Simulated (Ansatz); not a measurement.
# CH₃Si (doublet): one geometry, many settings at a displaced geometry (v2)

Aim: run CH₃Si (doublet) at one geometry under a spread of methods and options, and see what each costs and gives.

Program: Ansatz 0.2.0, Gaussian basis. Level of theory: the settings change from run to run. These are calculated values, not measurements.

16 further runs of the same task are left out: 6 that didn't finish, 10 set aside as unsound or not needed.

## (1) The system

The geometry is a PBE0/def2-TZVP stationary point (not a proven minimum) with its atoms shifted at random (size 0.100 Å).

5 atoms, charge 0, spin multiplicity 2.

Atoms are counted from 1 here; the program's logs count them from 0.

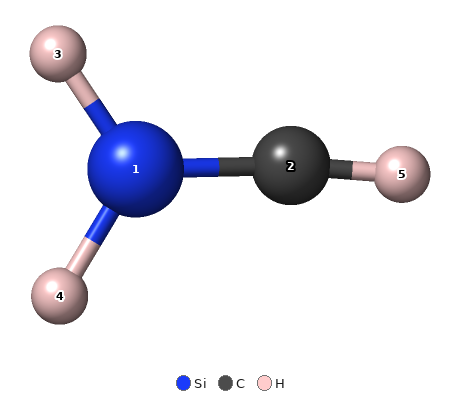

The geometry (silicon blue, carbon dark grey, hydrogen pink); atoms are numbered from 1 in the order of the file.

Geometry (Å):

```
Si    0.05064    0.00238    0.48966
C    -0.11424    0.01076   -1.16692
H    -0.03762    1.22536    1.28778
H     0.04549   -1.32396    1.30600
H    -0.05757   -0.09607   -2.33258
```

## (2) MRCISD+Q(7,7)/STO-3G

Contents of in.yaml:

```yaml
crystal:
  periodic: [false, false, false]
  atoms:
    - {symbol: Si, position_ang: [0.050637, 0.002385, 0.489658]}
    - {symbol: C, position_ang: [-0.114237, 0.010759, -1.166924]}
    - {symbol: H, position_ang: [-0.037617, 1.225358, 1.287782]}
    - {symbol: H, position_ang: [0.045492, -1.323957, 1.305996]}
    - {symbol: H, position_ang: [-0.057567, -0.096068, -2.332580]}
basis:
  gaussian: {orbitals: STO-3G}
magnetization: {spin_polarized: false, initial_magnetization: 1}
correlation: {method: fic_mrcisd_q, electrons: outside_noble_gas, active_space: {window: {electrons: 7, orbitals: 7}}}
```

On the command line:

```console
$ ansatz run in.yaml --threads 1 --pin off --events-out ev --progress --plain --max-ram 2393MiB
```

Output:

```text
Functional definition: HF
  name "HF"
  cite "Fock, Z. Phys. 61, 126 (1930) doi:10.1007/BF01340294"
  parent pbe
[...]
195 factors; integrals over basis functions are off by at most 2.6e-5 eV
[...]
mean field -8831.17319789 eV, -324.5396290382 hartree, gradient 2.8e-6 eV, S^2 0.750000; 0 other end points of the search recorded, 0 dependent functions left out
reference -8831.17319789 eV, -324.5396290382 hartree; 12, 11 occupied and 5, 6 virtual orbitals, 195 factors
state -8834.14772132 eV, -324.6489407582 hartree
contracted CI cycle   1: correlation 0.00000000 eV, 0.0000000000 hartree, residual 6.60e0 eV
contracted CI cycle   2: correlation -1.20423954 eV, -0.0442549870 hartree, residual 1.66e0 eV
contracted CI cycle   3: correlation -1.27460296 eV, -0.0468407948 hartree, residual 3.33e-1 eV
contracted CI cycle   4: correlation -1.27757499 eV, -0.0469500147 hartree, residual 7.96e-2 eV
contracted CI cycle   5: correlation -1.27779120 eV, -0.0469579606 hartree, residual 2.57e-2 eV
contracted CI cycle   6: correlation -1.27781328 eV, -0.0469587717 hartree, residual 8.01e-3 eV
contracted CI cycle   7: correlation -1.27781519 eV, -0.0469588422 hartree, residual 2.12e-3 eV
contracted CI cycle   8: correlation -1.27781532 eV, -0.0469588470 hartree, residual 5.25e-4 eV
state -8834.14772132 eV, -324.6489407582 hartree; corrected -8835.47972571 eV, -324.6978910166 hartree
state -8833.98589405 eV, -324.6429937158 hartree
contracted CI cycle   1: correlation 0.00000000 eV, 0.0000000000 hartree, residual 7.49e0 eV
contracted CI cycle   2: correlation -1.34885758 eV, -0.0495696016 hartree, residual 1.85e0 eV
contracted CI cycle   3: correlation -1.43271917 eV, -0.0526514583 hartree, residual 4.42e-1 eV
contracted CI cycle   4: correlation -1.43697583 eV, -0.0528078877 hartree, residual 1.08e-1 eV
contracted CI cycle   5: correlation -1.43725929 eV, -0.0528183046 hartree, residual 3.27e-2 eV
contracted CI cycle   6: correlation -1.43728429 eV, -0.0528192235 hartree, residual 1.06e-2 eV
contracted CI cycle   7: correlation -1.43728695 eV, -0.0528193211 hartree, residual 3.13e-3 eV
contracted CI cycle   8: correlation -1.43728717 eV, -0.0528193294 hartree, residual 9.01e-4 eV
state -8833.98589405 eV, -324.6429937158 hartree; corrected -8835.48333799 eV, -324.6980237654 hartree
state -8833.98589405 eV, -324.6429937158 hartree; corrected -8835.48333799 eV, -324.6980237654 hartree
the orbitals are reached from a further start. From the first start the search ends at -8834.14749470 eV, -324.6489324301 hartree
WARN: the results are in doubt because another end's mean lies 0.162 eV lower, and its corrected mean 0.004 eV higher
Total energy: -8835.48333799 eV, -324.6980237654 hartree
In doubt: another end's mean lies 0.162 eV lower, and its corrected mean 0.004 eV higher
```

Wall time 2.1 s (1 thread of AMD EPYC 9R45, shared host).

From the report: 1,225 determinants; active occupations 1.97, 1.96, 1.81, 1.00, 0.19, 0.04, 0.02. The program marks this result as in doubt; its last lines say why.

## (3) CCSDT on UHF/6-31G

in.yaml, as its differences from that of step 2:

```diff
@@ -9,4 +9,4 @@
 basis:
-  gaussian: {orbitals: STO-3G}
-magnetization: {spin_polarized: false, initial_magnetization: 1}
-correlation: {method: fic_mrcisd_q, electrons: outside_noble_gas, active_space: {window: {electrons: 7, orbitals: 7}}}
+  gaussian: {orbitals: 6-31G}
+magnetization: {spin_polarized: true, initial_magnetization: 1}
+correlation: {method: ccsdt, electrons: outside_noble_gas}
```

Launched as before.

Output, cut to the lines that bear on the results:

```text
Functional definition: HF
  name "HF"
  cite "Fock, Z. Phys. 61, 126 (1930) doi:10.1007/BF01340294"
  parent pbe
[...]
623 factors; integrals over basis functions are off by at most 6.9e-8 eV
[...]
mean field -8934.67932492 eV, -328.3434090476 hartree, gradient 1.8e-6 eV, S^2 1.280199; 6 other end points of the search recorded, 0 dependent functions left out
determinant -8934.67932492 eV, -328.3434090476 hartree, with singles and doubles -8938.74042381 eV, -328.4926516791 hartree
determinant -8932.48067420 eV, -328.2626101240 hartree, with singles and doubles -8936.49234702 eV, -328.4100363807 hartree
determinant -8931.90290300 eV, -328.2413774239 hartree, with singles and doubles -8935.21909352 eV, -328.3632451777 hartree
6 core orbitals not correlated: weight in the atoms' cores, before any rotation towards them, 1.000 or more for the frozen orbitals, at most 0.000 for the correlated occupied ones
reference -8934.67932492 eV, -328.3434090476 hartree; 6, 5 occupied and 16, 17 virtual orbitals, 623 factors
second order -2.88693156 eV of doubles, -0.00000000 eV of singles
cycle   1  -3.40156148 eV  change   -5.1e-1 eV  update   8.9e-2
[...]
cycle  22  -4.23588948 eV  change    5.8e-7 eV  update   3.3e-7
Total energy: -8938.91521440 eV, -328.4990751148 hartree
```

Wall time 1.8 s (1 thread of AMD EPYC 9R45, shared host).

From the report: ⟨S²⟩ of the determinant 1.280 (pure doublet: 0.75); correlation -4.2359 eV; T1 0.072; largest double amplitude 0.21. The determinant is far from a pure spin state, so its energy mixes those of several spin states (harmless only where they are near-degenerate, as at dissociation).

## (4) HF/6-31G*

in.yaml, as its differences from that of step 3:

```diff
@@ -9,4 +9,6 @@
 basis:
-  gaussian: {orbitals: 6-31G}
-magnetization: {spin_polarized: true, initial_magnetization: 1}
-correlation: {method: ccsdt, electrons: outside_noble_gas}
+  gaussian: {orbitals: "6-31G*", point_charges: [{charge: 0.50, position_ang: [3.807, -0.029, 0.133]}]}
+magnetization: {spin_polarized: false, initial_magnetization: 1}
+hamiltonian: {xc: hf}
+scf: {lower_state_search: full}
+output: {forces: true, orbitals: {seedname: orbitals}}
```

Same command.

Output, cut to the lines that bear on the results:

```text
Functional definition: HF
  name "HF"
  cite "Fock, Z. Phys. 61, 126 (1930) doi:10.1007/BF01340294"
  parent pbe
[...]
406 factors; integrals over basis functions are off by at most 1.2e-3 eV
[...]
mean field -8935.73200808 eV, -328.3820944404 hartree, gradient 1.3e-5 eV, S^2 0.750000; 6 other end points of the search recorded, 0 dependent functions left out
[...]
reference -8935.73200808 eV, -328.3820944404 hartree; 12, 11 occupied and 28, 29 virtual orbitals, 406 factors
Total energy: -8935.73200808 eV, -328.3820944404 hartree
Atom 0 at     0.050637     0.002385     0.489658 Å, force    -0.384952    -1.426808     0.801846 eV/Å
Atom 1 at    -0.114237     0.010759    -1.166924 Å, force     0.568596    -0.238916    -3.438256 eV/Å
Atom 2 at    -0.037617     1.225358     1.287782 Å, force     0.067484     0.001162     0.036957 eV/Å
Atom 3 at     0.045492    -1.323957     1.305996 Å, force     0.089551     1.381003    -0.785602 eV/Å
Atom 4 at    -0.057567    -0.096068    -2.332580 Å, force    -0.293384     0.284235     3.429427 eV/Å
Dipole moment:    -0.070168     0.009111     0.058484 e Å
```

It took 0.3 s on 1 thread of AMD EPYC 9R45, shared host.

## (5) NEVPT2(3,8)/6-31G

in.yaml, as its differences from that of step 4:

```diff
@@ -9,6 +9,6 @@
 basis:
-  gaussian: {orbitals: "6-31G*", point_charges: [{charge: 0.50, position_ang: [3.807, -0.029, 0.133]}]}
+  gaussian: {orbitals: 6-31G}
 magnetization: {spin_polarized: false, initial_magnetization: 1}
-hamiltonian: {xc: hf}
-scf: {lower_state_search: full}
-output: {forces: true, orbitals: {seedname: orbitals}}
+correlation: {method: sc_nevpt2, electrons: outside_noble_gas, active_space: {window: {electrons: 3, orbitals: 8}}}
+accuracy: high
+output: {forces: true}
```

Launched as before.

Output, cut to the lines that bear on the results:

```text
Functional definition: HF
  name "HF"
  cite "Fock, Z. Phys. 61, 126 (1930) doi:10.1007/BF01340294"
  parent pbe
[...]
653 factors; integrals over basis functions are off by at most 3.9e-9 eV
[...]
mean field -8934.15060750 eV, -328.3239790407 hartree, gradient 1.3e-8 eV, S^2 0.750000; 1 other end points of the search recorded, 0 dependent functions left out
reference -8934.15060750 eV, -328.3239790407 hartree; 12, 11 occupied and 16, 17 virtual orbitals, 653 factors
state -8935.30168479 eV, -328.3662803509 hartree
state -8935.30168479 eV, -328.3662803509 hartree; corrected -8938.08251802 eV, -328.4684740873 hartree
[...]
Total energy: -8938.08251802 eV, -328.4684740873 hartree
Atom 0 at     0.050637     0.002385     0.489658 Å, force     0.272183    -1.418400     2.718792 eV/Å
Atom 1 at    -0.114237     0.010759    -1.166924 Å, force    -0.050074    -0.141295    -5.426607 eV/Å
Atom 2 at    -0.037617     1.225358     1.287782 Å, force    -0.047337     0.476582     0.297947 eV/Å
Atom 3 at     0.045492    -1.323957     1.305996 Å, force     0.004063     0.871999    -0.528378 eV/Å
Atom 4 at    -0.057567    -0.096068    -2.332580 Å, force    -0.178834     0.211114     2.938247 eV/Å
Dipole moment:     0.036570     0.007199     0.020828 e Å
```

Wall time 1.3 s (1 thread of AMD EPYC 9R45, shared host).

From the report: 224 determinants; active occupations 1.87, 0.99, 0.13, 0.01, 0.00, 0.00, 0.00, 0.00.

## (6) CASSCF(1,2)/cc-pVDZ

in.yaml, as its differences from that of step 5:

```diff
@@ -9,6 +9,5 @@
 basis:
-  gaussian: {orbitals: 6-31G}
+  gaussian: {orbitals: cc-pVDZ}
 magnetization: {spin_polarized: false, initial_magnetization: 1}
-correlation: {method: sc_nevpt2, electrons: outside_noble_gas, active_space: {window: {electrons: 3, orbitals: 8}}}
+correlation: {active_space: {window: {electrons: 1, orbitals: 2}, states: [{multiplicity: 2, weights: [0.5, 0.5]}]}}
 accuracy: high
-output: {forces: true}
```

Launched as before.

Output:

```text
Functional definition: HF
  name "HF"
  cite "Fock, Z. Phys. 61, 126 (1930) doi:10.1007/BF01340294"
  parent pbe
  exchange = exact_x
  correlation = 0
1008 factors; integrals over basis functions are off by at most 3.5e-9 eV
mean field evaluation 1: about -8934.5353 eV, gradient 1.9e1 eV
mean field evaluation 2: about -8934.5438 eV, gradient 1.9e1 eV
mean field evaluation 4: about -8936.2497 eV, gradient 2.8e0 eV
mean field evaluation 8: about -8936.2914 eV, gradient 5.5e-4 eV
mean field evaluation 16: about -8936.2883 eV, gradient 4.6e-1 eV
mean field -8936.29141184 eV, -328.4026521492 hartree, gradient 9.9e-8 eV, S^2 0.750000; 3 other end points of the search recorded, 0 dependent functions left out
reference -8936.29141184 eV, -328.4026521492 hartree; 12, 11 occupied and 35, 36 virtual orbitals, 1008 factors
state -8936.06423825 eV, -328.3943036738 hartree
state -8932.54110870 eV, -328.2648310508 hartree
Total energy: -8934.30267347 eV, -328.3295673623 hartree
```

Run time: 0.45 s. Hardware: 1 thread of AMD EPYC 9R45, shared host.

From the report: 2 determinants; active occupations (of the averaged states) 0.50, 0.50.

## (7) BCCD(T) on ROHF/cc-pVDZ

in.yaml, as its differences from that of step 6:

```diff
@@ -11,3 +11,4 @@
 magnetization: {spin_polarized: false, initial_magnetization: 1}
-correlation: {active_space: {window: {electrons: 1, orbitals: 2}, states: [{multiplicity: 2, weights: [0.5, 0.5]}]}}
-accuracy: high
+correlation: {method: bccd_t, electrons: valence, diis_vectors: 12}
+scf: {omitted_lower_state_checks: [cluster_reference]}
+output: {forces: true}
```

The command is unchanged.

Output, cut to the lines that bear on the results:

```text
Functional definition: HF
  name "HF"
  cite "Fock, Z. Phys. 61, 126 (1930) doi:10.1007/BF01340294"
  parent pbe
[...]
446 factors; integrals over basis functions are off by at most 1.3e-3 eV
[...]
mean field -8936.29135771 eV, -328.4026501601 hartree, gradient 3.0e-6 eV, S^2 0.750000; 3 other end points of the search recorded, 0 dependent functions left out
6 core orbitals not correlated: weight in the atoms' cores, before any rotation towards them, 1.000 or more for the frozen orbitals, at most 0.000 for the correlated occupied ones
reference -8936.29135771 eV, -328.4026501601 hartree; 6, 5 occupied and 35, 36 virtual orbitals, 446 factors
second order -5.77553351 eV of doubles, -0.06661115 eV of singles
cycle   1  -6.51009099 eV  change   -6.7e-1 eV  update   7.9e-2
[...]
cycle  17  -6.84407181 eV  change    6.9e-7 eV  update   3.8e-7
perturbative correction -0.25860627 eV, -0.0095036052 hartree
[...]
Total energy: -8943.39403579 eV, -328.6636687653 hartree
Atom 0 at     0.050637     0.002385     0.489658 Å, force     0.116737    -1.329228     1.947829 eV/Å
Atom 1 at    -0.114237     0.010759    -1.166924 Å, force     0.032984    -0.168455    -4.134776 eV/Å
Atom 2 at    -0.037617     1.225358     1.287782 Å, force    -0.013766     0.334556     0.252295 eV/Å
Atom 3 at     0.045492    -1.323957     1.305996 Å, force     0.021215     0.954637    -0.532234 eV/Å
Atom 4 at    -0.057567    -0.096068    -2.332580 Å, force    -0.157170     0.208489     2.466886 eV/Å
Dipole moment:     0.042789     0.003749     0.061400 e Å
Checks for a lower state left out: cluster_reference
```

Wall time 2.2 s (1 thread of AMD EPYC 9R45, shared host).

From the report: correlation -7.1027 eV; largest double amplitude 0.14.

## (8) The runs in one table

Where basis and cores are those of an earlier RCCSDT(Q)/cc-pVDZ run (-8943.4534 eV), and the state is the same kind, the miss against it is given. † marks a result that the program doubts.

| level | correlated | functions | energy (eV) | from RCCSDT(Q) (meV) | time |
| --- | --- | --- | --- | --- | --- |
| MRCISD+Q(7,7)/STO-3G † | outside noble gas | 17 | -8835.4833 |  | 2.1 s |
| CCSDT on UHF/6-31G | outside noble gas | 28 | -8938.9152 |  | 1.8 s |
| HF/6-31G* (beside a point charge) |  | 40 | -8935.7320 |  | 0.3 s |
| NEVPT2(3,8)/6-31G | outside noble gas | 28 | -8938.0825 |  | 1.3 s |
| CASSCF(1,2)/cc-pVDZ (mean of several states) |  | 47 | -8934.3027 |  | 0.45 s |
| BCCD(T) on ROHF/cc-pVDZ | valence | 47 | -8943.3940 | 59.3 | 2.2 s |

## (9) Summary of results

| quantity | value |
| --- | --- |
| runs | 6 |
| quickest | HF/6-31G* (beside a point charge), 0.3 s |
| slowest | BCCD(T) on ROHF/cc-pVDZ, 2.2 s |

What this shows: Total energies in different bases, with other cores or another treatment of relativity can't be set against each other. BCCD(T) on ROHF/cc-pVDZ took 7 times as long as HF/6-31G* (beside a point charge); the jobs differ in more than the method.
